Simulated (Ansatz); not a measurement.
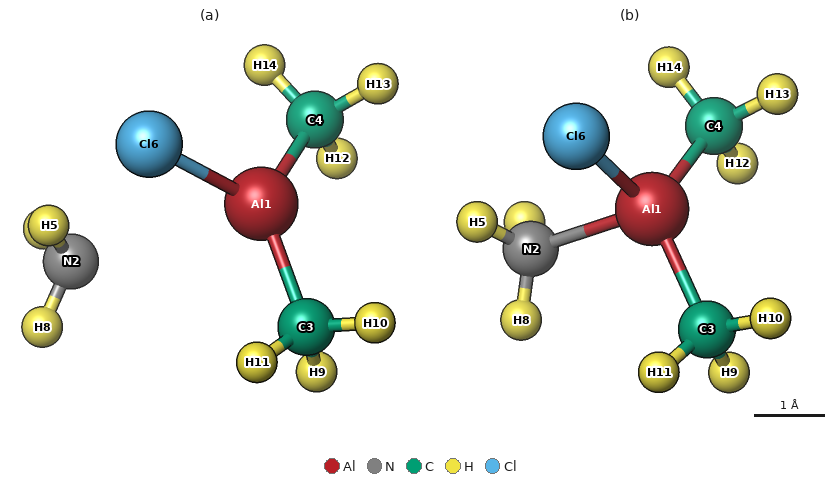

The structure of C2H9AlClN before (left) and after (right) a relaxation, at one scale.

A ball-and-stick model, seen at a tilt.

The run prepares an end point of a later path (reaction) calculation, from a guessed geometry.

These are results of Ansatz 0.2.0, RKS PBE-D4/def2-SVP, not measurements.

Input file:
```yaml
crystal:
  periodic: [false, false, false]
  atoms:
    - { symbol: Al, position_ang: [0.577807, -0.609203, -0.142501] }
    - { symbol: "N", position_ang: [-0.544072, 2.298523, 0.578247] }
    - { symbol: C, position_ang: [-0.091376, -1.615386, 1.392476] }
    - { symbol: C, position_ang: [0.027337, -0.764752, -2.010028] }
    - { symbol: H, position_ang: [0.473006, 2.415074, 0.654873] }
    - { symbol: Cl, position_ang: [2.367763, 0.636675, 0.225646] }
    - { symbol: H, position_ang: [-0.881839, 2.980938, -0.110604] }
    - { symbol: H, position_ang: [-0.953606, 2.548888, 1.48591] }
    - { symbol: H, position_ang: [-1.200888, -1.56372, 1.433203] }
    - { symbol: H, position_ang: [0.179147, -2.691995, 1.328812] }
    - { symbol: H, position_ang: [0.308595, -1.22125, 2.345646] }
    - { symbol: H, position_ang: [-1.076877, -0.85766, -2.092729] }
    - { symbol: H, position_ang: [0.465197, -1.668898, -2.486988] }
    - { symbol: H, position_ang: [0.349807, 0.112767, -2.601964] }
basis:
  gaussian: { orbitals: def2-SVP }
hamiltonian:
  xc: pbe
  dispersion: d4
relax:
  f_tol: 0.03
  max_steps: 50
```

Command:
```bash
ansatz run input.yaml --threads 4 --pin off --max-ram 5120MiB --backend cpu --events-out ev --progress --plain --runs-dir out
```

What changed between the two?

H7 moves most after the best rigid fit: 0.90 Å. Largest moves by element: H 0.90 Å, N 0.67 Å, Al 0.45 Å, C 0.33 Å, Cl 0.25 Å. Some distances before and after: Al1–N2 3.199 → 2.088 Å, Al1–Cl6 2.212 → 2.190 Å, Al1–C3 1.954 → 1.974 Å, N2–H5 1.027 → 1.032 Å. New bonds form, among them: Al1–N2 (3.20 → 2.09 Å). Bond angles that change, for instance: C3–Al1–C4 127.9° → 121.9°, Al1–C3–H9 110.3° → 112.6°. After 9 geometry steps the energy has fallen by 21.4 kcal/mol. The largest force component goes from 0.93 to 0.0046 eV/Å. The run took 26 s on 4 threads of Arm Neoverse N1, with other jobs on the host, peak memory 0.18 GiB.

Limits of the set-up: the start holds two separate molecules, 2.6 Å apart at their closest, whose relative position is a soft coordinate.
